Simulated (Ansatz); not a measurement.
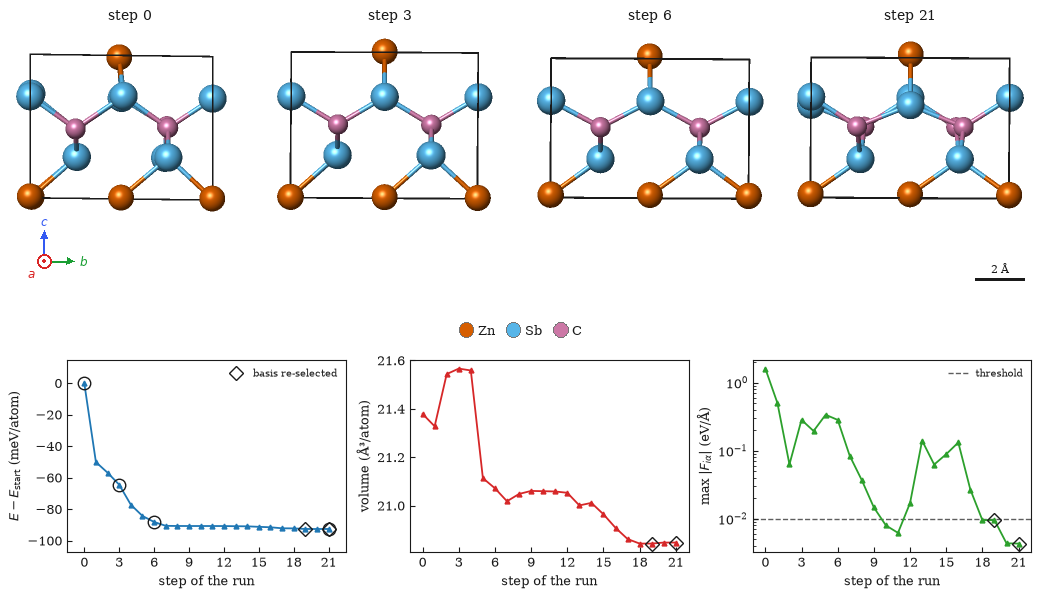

Frames of a relaxation of solid ZnSb2C (a generated structure, set up in P1), marked on the history of the run. A ball-and-stick model of the cell of the calculation, seen along the a axis.

Case: shaken.

Method: DFT, PBEsol, plane waves, PAW in Ansatz.

Input
```yaml
crystal:
  lattice:
    - [7.5811476336, -0.0117750214, -0.0239155897]
    - [-0.0117750214, 7.5737447308, -0.0475418682]
    - [-0.0187776805, -0.0373282041, 5.9578336988]
  atoms:
    - { symbol: Zn, position: [0.0044830284, -0.0023282211, 0.0106874907] }
    - { symbol: Sb, position: [0.0120913628, 0.254206538, 0.2891755409] }
    - { symbol: C, position: [0.2457458301, 0.2485909553, 0.4815243236] }
    - { symbol: Sb, position: [0.2390992666, 0.0064819993, 0.7258171611] }
    - { symbol: Zn, position: [-0.0107538625, 0.4978980057, 0.0094160322] }
    - { symbol: Sb, position: [-0.0123282915, 0.7571949403, 0.2925507868] }
    - { symbol: C, position: [0.2518186744, 0.7486798323, 0.5111465249] }
    - { symbol: Sb, position: [0.2679012099, 0.5009534765, 0.7032596043] }
    - { symbol: Zn, position: [0.4995431235, 0.0075188597, 0.0067365495] }
    - { symbol: Sb, position: [0.5061159598, 0.2559054951, 0.2887026908] }
    - { symbol: C, position: [0.7486750651, 0.2488390635, 0.486824503] }
    - { symbol: Sb, position: [0.7540554397, -0.0001742163, 0.7068131818] }
    - { symbol: Zn, position: [0.502208167, 0.4878587197, -0.0128657322] }
    - { symbol: Sb, position: [0.5077482493, 0.7390844291, 0.2899182054] }
    - { symbol: C, position: [0.7422662345, 0.7562758673, 0.4996968098] }
    - { symbol: Sb, position: [0.7466804617, 0.512134327, 0.7177659779] }
kpoints:
  mp_grid: { grid: [2, 2, 4] }
hamiltonian:
  xc: pbesol
scf:
  occupations: { method: fermi_dirac, width: 0.05 }
relax:
  f_tol: 0.01
  cell: {}
  max_steps: 120
```

**Describe the path.**

Over 19 accepted moves (21 points after the start) the energy falls by 92.5 meV per atom. Largest force component: 1.6 eV/Å at the start, 0.0043 eV/Å at the end. Pressure: 1.15 GPa at the start and 0.00 GPa at the end. The SCF was repeated twice at an unchanged geometry on a basis and grid sized afresh for the cell, which shifted the energy by 0.4 meV per atom at most. The largest move relative to the cell is that of Sb4, 0.38 Å roughly along [1 0 −3]. Largest moves by element: Sb 0.38 Å, Zn 0.36 Å, C 0.24 Å. The volume changes by −2.5 %, with a 7.581 → 6.954 Å (−8.3 %), b 7.574 → 8.242 Å (+8.8 %), c 5.958 → 5.820 Å (−2.3 %), α 90.7° → 90.0°, β 90.4° → 90.0°, γ 90.2° → 90.0°. Near-neighbour distances that change, for instance: Sb8–Zn13 2.448 → 2.689 Å, Sb6–C7 2.383 → 2.203 Å, C7–Sb14 2.353 → 2.203 Å, Sb2–C11 2.325 → 2.203 Å. Among the angles between lasting bonds that change: C3–Sb4–C7 108.3° → 135.9°, Zn1–Sb4–Zn9 96.1° → 69.5°, Zn5–Sb16–Zn13 95.4° → 69.5°. The space group (tolerance 0.01 Å) goes from P1 (No. 1) to Cmm2 (No. 35). Cost: 68 s on 1 × NVIDIA H100 80GB HBM3 with 2 threads of AMD EPYC 7R13 Processor (Zen 3) (shared host), peak memory 1.4 GiB. From step 0 to 3: Sb4 moves most (0.20 Å), volume +0.9 %, energy −64.4 meV per atom. From step 3 to 6: Sb14 moves most (0.11 Å), volume −2.3 %, energy −23.6 meV per atom. From step 6 to 21: Zn atoms move most (0.27 Å), volume −1.1 %, energy −4.5 meV per atom.

```
step  E − E(0), meV/atom  largest force component, eV/Å  pressure, GPa  volume, Å³/atom                      note
   0                0.00                         1.6069           1.15           21.379                          
   1              -50.08                         0.5032           1.01           21.328                          
   2              -56.80                         0.0630           0.16           21.544                          
   3              -64.43                         0.2839          -0.17           21.566                          
   4              -77.13                         0.1947          -0.85           21.559                          
   5              -84.26                         0.3375          -0.53           21.114                          
   6              -88.08                         0.2835           0.15           21.072                          
   7              -90.54                         0.0841           0.11           21.018                          
   8              -90.63                         0.0369           0.04           21.049                          
   9              -90.65                         0.0147          -0.01           21.061                          
  10              -90.65                         0.0080          -0.01           21.060                          
  11              -90.66                         0.0062           0.00           21.059                          
  12              -90.68                         0.0170           0.01           21.053                          
  13              -90.78                         0.1407          -0.12           21.001                          
  14              -90.86                         0.0627           0.02           21.012                          
  15              -91.17                         0.0890           0.00           20.965                          
  16              -91.45                         0.1321          -0.06           20.909                          
  17              -92.10                         0.0269          -0.05           20.862                          
  18              -92.16                         0.0095           0.03           20.843                          
  19              -92.52                         0.0096           0.05           20.843  same geometry, new basis
  20              -92.55                         0.0044           0.00           20.848                          
  21              -92.55                         0.0043           0.00           20.848  same geometry, new basis
```

Limits of the set-up: the k-point mesh is coarse for a cell with partly filled bands.
